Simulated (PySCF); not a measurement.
The calculation's input:

```
{"job": {"kind": "uv", "xc": "CAM-B3LYP", "basis": "def2-SVPD", "nstates": 8, "ntriplets": 3}, "charge": 0, "multiplicity": 1}
C      1.962340    -0.898883     1.090209
C      1.140642    -0.425271     0.164432
C     -0.036018    -1.227290    -0.312506
C     -1.369893    -0.641361     0.169339
C     -1.831020     0.604619    -0.581977
As    -0.830816     2.296412    -0.253056
Si     1.263108     1.315680    -0.553730
H      1.843338    -1.884973     1.517953
H      2.797571    -0.323635     1.453783
H     -0.038257    -1.263988    -1.406453
H      0.046124    -2.253380     0.058936
H     -1.291097    -0.419274     1.239112
H     -2.137286    -1.414604     0.054845
H     -2.880880     0.793992    -0.326695
H     -1.805373     0.415445    -1.661293
H     -0.769795     2.108660     1.244653
H      2.373777     2.031355     0.087110
H      1.554776     1.192811    -1.996317
```

Run with:

```sh
OMP_NUM_THREADS=1 python probes_run.py task.json out
```

Geometry: GFN2-xTB.

Method: CAM-B3LYP/def2-SVPD, SCF density, gas phase in PySCF.

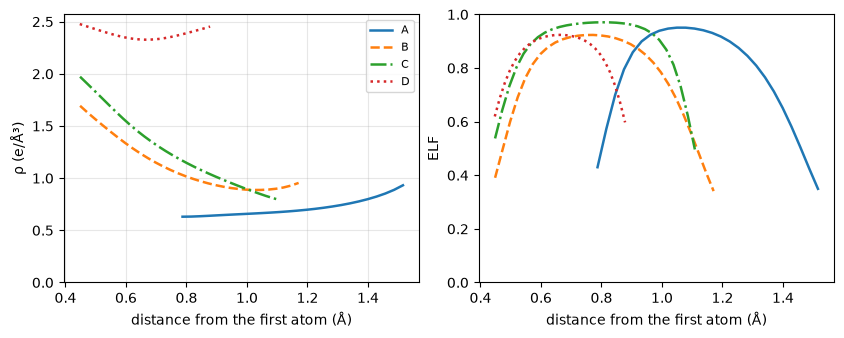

C5H11AsSi. Electron density and ELF along straight lines between neighbouring atoms. The curves leave out the atomic cores.

### Which curve belongs to which contact (C–As, C–C, C–Si and Si–As)? The first atom named is at distance zero.

Curve A: Si–As (2.33 Å): ρ is about 0.69 e/Å³ halfway; the ELF peaks at about 0.95 between the atoms (localised, covalent bonding). Curve B: C–As (1.99 Å): ρ is about 0.89 e/Å³ halfway; the ELF peaks at about 0.90 between the atoms: a shared electron pair. Curve C: C–Si (1.89 Å): ρ is about 0.96 e/Å³ halfway; the ELF peaks at about 1 between the atoms, as expected for a covalent bond. Curve D: C–C (1.33 Å): ρ is about 2.3 e/Å³ halfway; the ELF peaks at about 0.90 between the atoms: a short, multiple covalent bond.
